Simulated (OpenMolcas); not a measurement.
## OF: excited-state calculation (part 2 of 3)

The same run, continued: OF (Oxygen monofluoride), multiplicity 2; CASPT2/ANO-R2, sfX2C (OpenMolcas 26.06). The geometry comes from this level: GFN2-xTB.

Geometry of the input (Å):
```
O  0.0000  0.0000  0.0000
F  0.0000  0.0000  1.2985
```

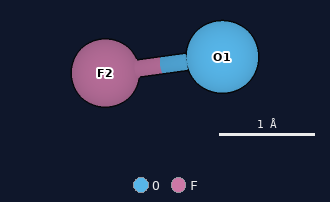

Figure 1. The input geometry (ball-and-stick view, seen at a tilt; atoms are numbered from 1 in the order of the input).

## Log, continued
```
++    Natural Bond Order analysis
      ---------------------------
      Based on LoProp computed density
      -------------------------------------------------------------------------------------
      Atom A       Atom B       Bond Order
      -------------------------------------------------------------------------------------
      NBO located      0.999 non-bonded electrons on atom O1
      NBO located      1.000 non-bonded electrons on atom F2
      NBO located      0.901 non-bonded electrons on atom F2
      The remaining    5.732 electrons are to be considered as diffuse
--

--

      Von Neumann Entropy (Root   2) =  0.69007

      Mulliken population analysis for root number:  2
      -----------------------------------------------

++    Molecular charges:
      ------------------

      Mulliken charges per centre
      ---------------------------

                O1      F2
      Total    7.9295  9.0705

      N-E      0.0705 -0.0705

      Total electronic charge=   17.000000

      Total            charge=   -0.000000
--

      Expectation values of various properties for root number:  2
      -----------------------------------------------------------

++    Molecular properties:
      ---------------------

      Charge (e):
                      =   -0.0000
      Dipole Moment (debye):
      Origin of the operator (angstrom)=    0.0000    0.0000    0.7049
                   X= -5.0391E-13               Y=  5.7089E-13               Z= -6.9174E-02           Total=  6.9174E-02
      Quadrupole Moment (debye*angstrom):
      Origin of the operator (angstrom)=    0.0000    0.0000    0.7049
                  XX= -9.7009E+00              XY=  4.8042E-01              XZ=  5.1925E-14              YY= -9.7094E+00
                  YZ= -3.9170E-14              ZZ= -9.7506E+00
      In traceless form (debye*angstrom)
                  XX=  2.9070E-02              XY=  7.2063E-01              XZ=  7.7887E-14              YY=  1.6385E-02
                  YZ= -5.8756E-14              ZZ= -4.5455E-02
--

      Mulliken spin population analysis for root number:  2
      ---------------------------------------------------

++    Molecular charges:
      ------------------

      Mulliken spin population per centre
      ---------------------------

                O1      F2
      Total    0.9834  0.0166

      Total electronic spin=    1.000000
--

      LoProp population analysis for root number:  2
      -----------------------------------------------

++    LoProp analysis:
      ----------------

++    Static properties:
      ------------------

      LoProp Charges per center

                   O1       F2
      Nuclear      8.0000   9.0000
      Electronic  -7.9434  -9.0566

      Total        0.0566  -0.0566
--

      Natural Bond Order analysis for root number:  2

++    Natural Bond Order analysis
      ---------------------------
      Based on LoProp computed density
      -------------------------------------------------------------------------------------
      Atom A       Atom B       Bond Order
      -------------------------------------------------------------------------------------
      NBO located      0.999 non-bonded electrons on atom O1
      NBO located      1.000 non-bonded electrons on atom F2
      NBO located      1.002 non-bonded electrons on atom F2
      NBO located      0.956 non-bonded electrons on atom F2
      The remaining    4.676 electrons are to be considered as diffuse
--

--

      Von Neumann Entropy (Root   3) =  1.04050

      Mulliken population analysis for root number:  3
      -----------------------------------------------

++    Molecular charges:
      ------------------

      Mulliken charges per centre
      ---------------------------

                O1      F2
      Total    8.0023  8.9977

      N-E     -0.0023  0.0023

      Total electronic charge=   17.000000

      Total            charge=   -0.000000
--

      Expectation values of various properties for root number:  3
      -----------------------------------------------------------

++    Molecular properties:
      ---------------------

      Charge (e):
                      =   -0.0000
      Dipole Moment (debye):
      Origin of the operator (angstrom)=    0.0000    0.0000    0.7049
                   X= -2.1292E-13               Y=  2.5421E-13               Z=  3.3213E-01           Total=  3.3213E-01
      Quadrupole Moment (debye*angstrom):
      Origin of the operator (angstrom)=    0.0000    0.0000    0.7049
                  XX= -9.3276E+00              XY= -8.0672E-01              XZ= -7.2181E-14              YY= -9.3134E+00
                  YZ=  7.6790E-14              ZZ= -1.0235E+01
      In traceless form (debye*angstrom)
                  XX=  4.4647E-01              XY= -1.2101E+00              XZ= -1.0827E-13              YY=  4.6777E-01
                  YZ=  1.1519E-13              ZZ= -9.1424E-01
--

      Mulliken spin population analysis for root number:  3
      ---------------------------------------------------

++    Molecular charges:
      ------------------

      Mulliken spin population per centre
      ---------------------------

                O1      F2
      Total    0.6655  0.3345

      Total electronic spin=    1.000000
--

      LoProp population analysis for root number:  3
      -----------------------------------------------

++    LoProp analysis:
      ----------------

++    Static properties:
      ------------------

      LoProp Charges per center

                   O1       F2
      Nuclear      8.0000   9.0000
      Electronic  -8.0088  -8.9912

      Total       -0.0088   0.0088
--

      Natural Bond Order analysis for root number:  3

++    Natural Bond Order analysis
      ---------------------------
      Based on LoProp computed density
      -------------------------------------------------------------------------------------
      Atom A       Atom B       Bond Order
      -------------------------------------------------------------------------------------
      NBO located      0.999 non-bonded electrons on atom O1
      NBO located      1.001 non-bonded electrons on atom O1
      NBO located      0.999 non-bonded electrons on atom F2
      NBO located      0.987 non-bonded electrons on atom F2
      The remaining    4.403 electrons are to be considered as diffuse
--

--

      Average orbitals are written to the RASORB file
      Natural orbitals for root   1 are written to the RASORB.1 file
      Natural orbitals for root   2 are written to the RASORB.2 file
      Natural orbitals for root   3 are written to the RASORB.3 file
      Spin density orbitals for root   1 are written to the SPDORB.1 file
      Spin density orbitals for root   2 are written to the SPDORB.2 file
      Spin density orbitals for root   3 are written to the SPDORB.3 file

--- Stop Module: rasscf /rc=_RC_ALL_IS_WELL_ ---
           step3.RasOrb.3 step3.rasscf.h5 step3.SpdOrb.1 step3.SpdOrb.2 step3.SpdOrb.3 xmldump
--- Module rasscf spent 1 second ---

--- Start Module: caspt2 ---

                                              &CASPT2

                       available to each process: 1.9 GB of memory, 1 thread

++    Wave function specifications:
      -----------------------------

      Number of closed shell electrons           6
      Number of electrons in active shells       7
      Max number of holes in RAS1 space          0
      Max number of electrons in RAS3 space      0
      Number of inactive orbitals                3
      Number of active orbitals                  5
      Number of secondary orbitals              56
      Spin quantum number                      0.5
      State symmetry                             1
      Number of CSFs                            40
      Number of CASSCF root(s) available         3
      CASPT2 state passed to geometry opt.       3
      A file JOBMIX will be created
      This is a MULTI-STATE CASSCF reference
      Number of CI roots used                    3
      These are:                                 1   2   3
      Off-diagonal elements of Heff are computed
--

++    Orbital specifications:
      -----------------------

      Symmetry species                           1
                                                 a
      Frozen orbitals                            2
      Inactive orbitals                          3
      Active orbitals                            5
      Secondary orbitals                        56
      Deleted orbitals                           0
      Number of basis functions                 66
--

++    CASPT2 specifications:
      ----------------------

      Type of calculation                        MS-CASPT2
      Fock operator                              state-specific
      IPEA shift                                 0.25
      Real shift                                 0.00
      Imaginary shift                            0.20
      The input orbitals will be transformed to quasi-canonical
--

--------------------------------------------------------------------------------
 Estimated memory requirements:
  POLY3 :                   252280
  RHS:                      306192
  SIGMA :                   345760
  PRPCTL:                        0
 Available workspace:    232485353

++ CASPT2 computation for group   1

********************************************************************************
 Multi-State initialization phase begins for group   1
--------------------------------------------------------------------------------
********************************************************************************
 Compute H0 matrices for state    1
--------------------------------------------------------------------------------
--------------------------------------------------------------------------------
 H0 matrices have been computed.

********************************************************************************
  CASPT2 EQUATION SOLUTION
--------------------------------------------------------------------------------

  Total nr of CASPT2 parameters:
   Before reduction:      118991
   After  reduction:      116656

 Variance of |WF0>:       3.1285359437

 The contributions to the second order correlation energy in atomic units.
-----------------------------------------------------------------------------------------------------------------------------
  IT.      VJTU        VJTI        ATVX        AIVX        VJAI        BVAT        BJAT        BJAI        TOTAL       RNORM
-----------------------------------------------------------------------------------------------------------------------------
   1    -0.001041   -0.002068   -0.038399   -0.056116   -0.008793   -0.116629   -0.136746   -0.059260   -0.419053    0.006497
   2    -0.001050   -0.002094   -0.038616   -0.056346   -0.008814   -0.116793   -0.136891   -0.059329   -0.419933    0.000733
   3    -0.001051   -0.002094   -0.038625   -0.056361   -0.008815   -0.116800   -0.136898   -0.059331   -0.419974    0.000095
   4    -0.001051   -0.002094   -0.038624   -0.056359   -0.008814   -0.116798   -0.136895   -0.059330   -0.419966    0.000013
   5    -0.001051   -0.002094   -0.038624   -0.056359   -0.008814   -0.116798   -0.136895   -0.059330   -0.419965    0.000002
-----------------------------------------------------------------------------------------------------------------------------

  FINAL CASPT2 RESULT:

      Reference energy:        -174.3906039087
      E2 (Non-variational):      -0.4199651090
      Shift correction:          -0.0008572109
      E2 (Variational):          -0.4208223199
      Total energy:            -174.8114262286
      Residual norm:              0.0000002109
      Reference weight:           0.92586

      Contributions to the CASPT2 correlation energy
      Active & Virtual Only:         -0.1554216308
      One Inactive Excited:          -0.1943052421
      Two Inactive Excited:          -0.0702382361

++ Denominators, etc.
--------------------------------------------------------------------------------------------------------------
 Report on small energy denominators, large coefficients, and large energy contributions.
CASE  SYMM ACTIVE-MIX  NON-ACTIVE INDICES          DENOMINATOR     RHS VALUE       COEFFICIENT     CONTRIBUTION
ATVX     1  Mu1.0007  Se1.013                       1.43731984      0.04741299     -0.03182000     -0.00150868
ATVX     1  Mu1.0027  Se1.014                       2.12952922      0.07464932     -0.03303484     -0.00246603
ATVX     1  Mu1.0029  Se1.016                       2.49825815      0.07421289     -0.02821480     -0.00209390
ATVX     1  Mu1.0020  Se1.021                       2.80997528      0.07114894     -0.02536828     -0.00180493
AIVX     1  Mu1.0016  In1.005 Se1.017               2.51567544      0.08227037     -0.03094632     -0.00254597
--

   (Skipping property calculation,
    use PROP keyword to activate)
--

++ CASPT2 computation for group   2

********************************************************************************
 Multi-State initialization phase begins for group   2
--------------------------------------------------------------------------------
********************************************************************************
 Compute H0 matrices for state    2
```
